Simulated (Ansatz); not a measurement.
# AlNH₃ (doublet): correlated methods under varied settings

Aim: run AlNH₃ (doublet) at one geometry under a spread of methods and options, and see what each costs and gives.

The runs use Ansatz 0.2.0, Gaussian basis; the settings change from run to run.

24 further runs of the same task are left out: 3 for a known fault of the program, 11 that didn't finish, 10 set aside as unsound or not needed.

### Step 1. What is computed

The geometry is a PBE0/def2-TZVP stationary point (not a proven minimum).

5 atoms, charge 0, spin multiplicity 2.

Atoms are counted from 1 here; the program's logs count them from 0.

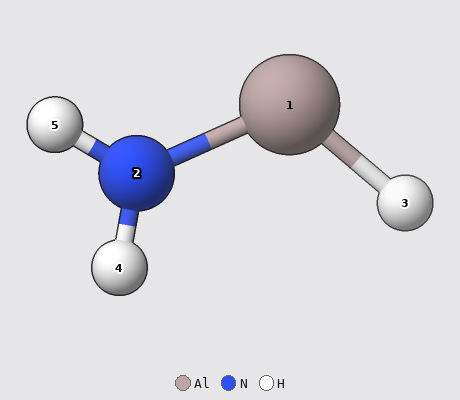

The geometry (aluminium light grey, nitrogen blue, hydrogen white); atoms are numbered from 1 in the order of the file.

### Step 2. CCSD on UHF/cc-pVDZ

Input file in.yaml:

```yaml
crystal:
  periodic: [false, false, false]
  atoms:
    - {symbol: Al, position_ang: [0.000000, -0.104009, 0.648758]}
    - {symbol: N, position_ang: [0.000000, 0.087527, -1.114734]}
    - {symbol: H, position_ang: [0.000000, 1.256470, 1.498750]}
    - {symbol: H, position_ang: [0.000000, 0.977077, -1.591329]}
    - {symbol: H, position_ang: [0.000000, -0.665655, -1.783277]}
basis:
  gaussian: {orbitals: cc-pVDZ}
magnetization: {spin_polarized: true, initial_magnetization: 1}
correlation: {method: ccsd, electrons: outside_noble_gas}
```

The run is started by

```bash
ansatz run in.yaml --threads 1 --pin off --events-out ev --progress --plain --max-ram 2393MiB
```

Standard output, shortened:

```text
Functional definition: HF
  name "HF"
  cite "Fock, Z. Phys. 61, 126 (1930) doi:10.1007/BF01340294"
  parent pbe
[...]
445 factors; integrals over basis functions are off by at most 1.4e-3 eV
[...]
mean field -8111.93507641 eV, -298.1081155908 hartree, gradient 1.9e-6 eV, S^2 0.754797; 1 other end points of the search recorded, 0 dependent functions left out
determinant -8111.93507641 eV, -298.1081155908 hartree, with singles and doubles -8118.69353106 eV, -298.3564842184 hartree
determinant -8108.78053044 eV, -297.9921881649 hartree, with singles and doubles -8115.64327635 eV, -298.2443894252 hartree
6 core orbitals not correlated: weight in the atoms' cores, before any rotation towards them, 1.000 or more for the frozen orbitals, at most 0.000 for the correlated occupied ones
reference -8111.93507641 eV, -298.1081155908 hartree; 6, 5 occupied and 35, 36 virtual orbitals, 445 factors
second order -6.14827701 eV of doubles, -0.00000000 eV of singles
cycle   1  -6.75849657 eV  change   -4.2e-5 eV  update   7.0e-4
[...]
cycle   6  -6.75854603 eV  change   -1.2e-5 eV  update   5.6e-6
Total energy: -8118.69362244 eV, -298.3564875765 hartree
```

Run time: 8 s. Hardware: 1 thread of Intel Xeon at 2.50GHz, shared host.

From the report: ⟨S²⟩ of the determinant 0.755 (pure doublet: 0.75); correlation -6.7585 eV; T1 0.017; largest double amplitude 0.04.

### Step 3. HF/6-31G*

in.yaml, as its differences from that of step 2:

```diff
@@ -9,4 +9,5 @@
 basis:
-  gaussian: {orbitals: cc-pVDZ}
-magnetization: {spin_polarized: true, initial_magnetization: 1}
-correlation: {method: ccsd, electrons: outside_noble_gas}
+  gaussian: {orbitals: "6-31G*", point_charges: [{charge: 1.00, position_ang: [4.718, -0.804, 0.662]}]}
+magnetization: {spin_polarized: false, initial_magnetization: 1}
+hamiltonian: {xc: hf}
+output: {orbitals: {seedname: orbitals}}
```

Launched as before.

Standard output:

```text
Functional definition: HF
  name "HF"
  cite "Fock, Z. Phys. 61, 126 (1930) doi:10.1007/BF01340294"
  parent pbe
  exchange = exact_x
  correlation = 0
397 factors; integrals over basis functions are off by at most 7.7e-4 eV
mean field evaluation 1: about -8108.5657 eV, gradient 3.3e1 eV
mean field evaluation 2: about -8108.5833 eV, gradient 3.3e1 eV
mean field evaluation 4: about -8111.3154 eV, gradient 2.2e0 eV
mean field evaluation 8: about -8111.3664 eV, gradient 1.0e-1 eV
mean field -8111.36652461 eV, -298.0872216977 hartree, gradient 1.4e-5 eV, S^2 0.750000; 0 other end points of the search recorded, 0 dependent functions left out
reference -8111.36652461 eV, -298.0872216977 hartree; 12, 11 occupied and 28, 29 virtual orbitals, 397 factors
Total energy: -8111.36652461 eV, -298.0872216977 hartree
```

Wall time 1.2 s (1 thread of Intel Xeon at 2.50GHz, shared host).

### Step 4. MRCISD+Q(3,5)/6-31G

in.yaml, as its differences from that of step 3:

```diff
@@ -9,5 +9,5 @@
 basis:
-  gaussian: {orbitals: "6-31G*", point_charges: [{charge: 1.00, position_ang: [4.718, -0.804, 0.662]}]}
+  gaussian: {orbitals: 6-31G}
 magnetization: {spin_polarized: false, initial_magnetization: 1}
-hamiltonian: {xc: hf}
-output: {orbitals: {seedname: orbitals}}
+correlation: {method: fic_mrcisd_q, electrons: outside_noble_gas, active_space: {window: {electrons: 3, orbitals: 5}}}
+accuracy: high
```

Same command.

Standard output, shortened:

```text
Functional definition: HF
  name "HF"
  cite "Fock, Z. Phys. 61, 126 (1930) doi:10.1007/BF01340294"
  parent pbe
[...]
673 factors; integrals over basis functions are off by at most 3.8e-9 eV
[...]
mean field -8110.48698272 eV, -298.0548991293 hartree, gradient 3.9e-8 eV, S^2 0.750000; 0 other end points of the search recorded, 0 dependent functions left out
reference -8110.48698272 eV, -298.0548991293 hartree; 12, 11 occupied and 16, 17 virtual orbitals, 673 factors
state -8111.05284500 eV, -298.0756941845 hartree
contracted CI cycle   1: correlation 0.00000000 eV, 0.0000000000 hartree, residual 1.58e1 eV
contracted CI cycle   2: correlation -3.26568994 eV, -0.1200118916 hartree, residual 3.67e0 eV
contracted CI cycle   3: correlation -3.51438168 eV, -0.1291511446 hartree, residual 1.14e0 eV
contracted CI cycle   4: correlation -3.54022568 eV, -0.1301008939 hartree, residual 3.56e-1 eV
[...]
contracted CI cycle   8: correlation -3.67823728 eV, -0.1351727269 hartree, residual 5.15e-3 eV
contracted CI cycle   9: correlation -3.67823780 eV, -0.1351727458 hartree, residual 1.85e-3 eV
contracted CI cycle  10: correlation -3.67823787 eV, -0.1351727484 hartree, residual 6.94e-4 eV
contracted CI cycle  11: correlation -3.67823788 eV, -0.1351727488 hartree, residual 2.32e-4 eV
contracted CI cycle  12: correlation -3.67823788 eV, -0.1351727488 hartree, residual 7.96e-5 eV
contracted CI cycle  13: correlation -3.67823788 eV, -0.1351727488 hartree, residual 2.62e-5 eV
contracted CI cycle  14: correlation -3.67823788 eV, -0.1351727488 hartree, residual 8.86e-6 eV
contracted CI cycle  15: correlation -3.67823788 eV, -0.1351727488 hartree, residual 2.94e-6 eV
state -8110.91270941 eV, -298.0705442967 hartree; corrected -8114.83041181 eV, -298.2145172045 hartree
state -8111.05284500 eV, -298.0756941845 hartree; corrected -8114.83990077 eV, -298.2148659174 hartree
Total energy: -8114.83990077 eV, -298.2148659174 hartree
```

Run time: 12 s. Hardware: 1 thread of Intel Xeon at 2.50GHz, shared host.

From the report: 50 determinants; active occupations 1.98, 1.00, 0.02, 0.00, 0.00.

### Step 5. NEVPT2(1,2)/cc-pVDZ

in.yaml, as its differences from that of step 4:

```diff
@@ -9,5 +9,4 @@
 basis:
-  gaussian: {orbitals: 6-31G}
+  gaussian: {orbitals: cc-pVDZ}
 magnetization: {spin_polarized: false, initial_magnetization: 1}
-correlation: {method: fic_mrcisd_q, electrons: outside_noble_gas, active_space: {window: {electrons: 3, orbitals: 5}}}
-accuracy: high
+correlation: {method: sc_nevpt2, electrons: valence, active_space: {window: {electrons: 1, orbitals: 2}, states: [{multiplicity: 2, weights: [1, 1]}], root: 1}}
```

Launched as before.

Standard output:

```text
Functional definition: HF
  name "HF"
  cite "Fock, Z. Phys. 61, 126 (1930) doi:10.1007/BF01340294"
  parent pbe
  exchange = exact_x
  correlation = 0
899 factors; integrals over basis functions are off by at most 2.2e-7 eV
mean field evaluation 1: about -8108.9561 eV, gradient 3.3e1 eV
mean field evaluation 2: about -8108.9576 eV, gradient 3.3e1 eV
mean field evaluation 4: about -8111.8547 eV, gradient 2.2e0 eV
mean field evaluation 8: about -8111.9093 eV, gradient 8.8e-5 eV
mean field -8111.90929403 eV, -298.1071681058 hartree, gradient 1.5e-6 eV, S^2 0.750000; 0 other end points of the search recorded, 0 dependent functions left out
reference -8111.90929403 eV, -298.1071681058 hartree; 12, 11 occupied and 35, 36 virtual orbitals, 899 factors
state -8111.85963143 eV, -298.1053430390 hartree
state -8108.57447685 eV, -297.9846158349 hartree
state -8111.85963143 eV, -298.1053430390 hartree; corrected -8118.09799943 eV, -298.3345988347 hartree
state -8108.57447685 eV, -297.9846158349 hartree; corrected -8114.92086320 eV, -298.2178412316 hartree
Total energy: -8114.92086320 eV, -298.2178412316 hartree
```

Wall time 4.2 s (1 thread of Intel Xeon at 2.50GHz, shared host).

From the report: 1 determinant; active occupations (of the averaged states) 0.50, 0.50.

### Step 6. HF/STO-3G

in.yaml, as its differences from that of step 5:

```diff
@@ -9,4 +9,5 @@
 basis:
-  gaussian: {orbitals: cc-pVDZ}
+  gaussian: {orbitals: STO-3G}
 magnetization: {spin_polarized: false, initial_magnetization: 1}
-correlation: {method: sc_nevpt2, electrons: valence, active_space: {window: {electrons: 1, orbitals: 2}, states: [{multiplicity: 2, weights: [1, 1]}], root: 1}}
+hamiltonian: {xc: hf}
+output: {orbitals: {seedname: orbitals}}
```

The command is unchanged.

Standard output:

```text
Functional definition: HF
  name "HF"
  cite "Fock, Z. Phys. 61, 126 (1930) doi:10.1007/BF01340294"
  parent pbe
  exchange = exact_x
  correlation = 0
198 factors; integrals over basis functions are off by at most 9.4e-5 eV
mean field evaluation 1: about -8010.4671 eV, gradient 1.9e1 eV
mean field evaluation 2: about -8010.5027 eV, gradient 1.9e1 eV
mean field evaluation 4: about -8012.1593 eV, gradient 1.3e0 eV
mean field evaluation 8: about -8012.1906 eV, gradient 2.4e-5 eV
mean field -8012.19064223 eV, -294.4425752442 hartree, gradient 3.6e-5 eV, S^2 0.750000; 0 other end points of the search recorded, 0 dependent functions left out
reference -8012.19064223 eV, -294.4425752442 hartree; 12, 11 occupied and 5, 6 virtual orbitals, 198 factors
Total energy: -8012.19064223 eV, -294.4425752442 hartree
```

Wall time 0.59 s (1 thread of Intel Xeon at 2.50GHz, shared host).

### Step 7. CCSD(T)/cc-pVDZ

in.yaml, as its differences from that of step 6:

```diff
@@ -9,5 +9,6 @@
 basis:
-  gaussian: {orbitals: STO-3G}
+  gaussian: {orbitals: cc-pVDZ}
 magnetization: {spin_polarized: false, initial_magnetization: 1}
-hamiltonian: {xc: hf}
-output: {orbitals: {seedname: orbitals}}
+hamiltonian: {xc: {name: r2SCAN}}
+correlation: {method: ccsd_t, electrons: outside_noble_gas}
+output: {forces: true}
```

Launched as before.

Standard output, shortened:

```text
Functional definition: r2SCAN
  name "r2SCAN"
  cite "Furness, Kaplan, Ning, Perdew & Sun, J. Phys. Chem. Lett. 11, 8208 (2020) doi:10.1021/acs.jpclett.0c02405"
  cite "Furness, Kaplan, Ning, Perdew & Sun, J. Phys. Chem. Lett. 11, 9248 (2020) doi:10.1021/acs.jpclett.0c03077"
  parent r2scan
[...]
445 factors; integrals over basis functions are off by at most 1.4e-3 eV
[...]
mean field -8133.57929368 eV, -298.9035259047 hartree, gradient 4.2e-6 eV, S^2 0.750000; 1 other end points of the search recorded, 0 dependent functions left out
6 core orbitals not correlated: weight in the atoms' cores, before any rotation towards them, 1.000 or more for the frozen orbitals, at most 0.000 for the correlated occupied ones
reference -8111.60656120 eV, -298.0960428798 hartree; 6, 5 occupied and 35, 36 virtual orbitals, 445 factors
second order -6.42565048 eV of doubles, -0.20087391 eV of singles
cycle   1  -6.78357776 eV  change   -1.6e-1 eV  update   6.9e-2
[...]
cycle  12  -7.02585483 eV  change    6.0e-7 eV  update   1.0e-6
perturbative correction -0.18748392 eV, -0.0068899068 hartree
[...]
Total energy: -8118.81989995 eV, -298.3611281892 hartree
Atom 0 at     0.000000    -0.104009     0.648758 Å, force     0.000000    -0.103129     0.768082 eV/Å
Atom 1 at     0.000000     0.087527    -1.114734 Å, force     0.000000     0.005868    -0.047282 eV/Å
Atom 2 at     0.000000     1.256470     1.498750 Å, force     0.000000     0.021799     0.021486 eV/Å
Atom 3 at     0.000000     0.977077    -1.591329 Å, force    -0.000000     0.480904    -0.316617 eV/Å
Atom 4 at     0.000000    -0.665655    -1.783277 Å, force    -0.000000    -0.405441    -0.425671 eV/Å
Dipole moment:    -0.000000    -0.056062    -0.297157 e Å
```

Run time: 25 s. Hardware: 1 thread of Intel Xeon at 2.50GHz, shared host.

From the report: correlation -7.2133 eV; T1 0.016; largest double amplitude 0.04. The orbitals are Kohn-Sham ones, so correlation energy and T1 don't compare with those on Hartree-Fock orbitals.

### Step 8. The runs in one table

Where basis and cores are those of an earlier UCCSDT(Q)/cc-pVDZ run (-8118.8953 eV), and the state is the same kind, the miss against it is given.

| level | correlated | functions | energy (eV) | from UCCSDT(Q) (meV) | time |
| --- | --- | --- | --- | --- | --- |
| CCSD on UHF/cc-pVDZ | outside noble gas | 47 | -8118.6936 | 201.7 | 8 s |
| HF/6-31G* (beside a point charge) |  | 40 | -8111.3665 |  | 1.2 s |
| MRCISD+Q(3,5)/6-31G | outside noble gas | 28 | -8114.8399 |  | 12 s |
| NEVPT2(1,2)/cc-pVDZ (excited root 1 of an average) | valence | 47 | -8114.9209 |  | 4.2 s |
| HF/STO-3G |  | 17 | -8012.1906 |  | 0.59 s |
| CCSD(T)/cc-pVDZ (on r2SCAN orbitals) | outside noble gas | 47 | -8118.8199 | 75.4 | 25 s |

### Step 9. Outcome

| quantity | value |
| --- | --- |
| runs | 6 |
| quickest | HF/STO-3G, 0.59 s |
| slowest | CCSD(T)/cc-pVDZ (on r2SCAN orbitals), 25 s |

Total energies in different bases, with other cores or another treatment of relativity can't be set against each other. CCSD(T)/cc-pVDZ (on r2SCAN orbitals) took 42 times as long as HF/STO-3G; the jobs differ in more than the method. Among the correlated runs with a miss given, it spans +75 to +202 meV. Cores frozen from Kohn-Sham orbitals shift the total energy.
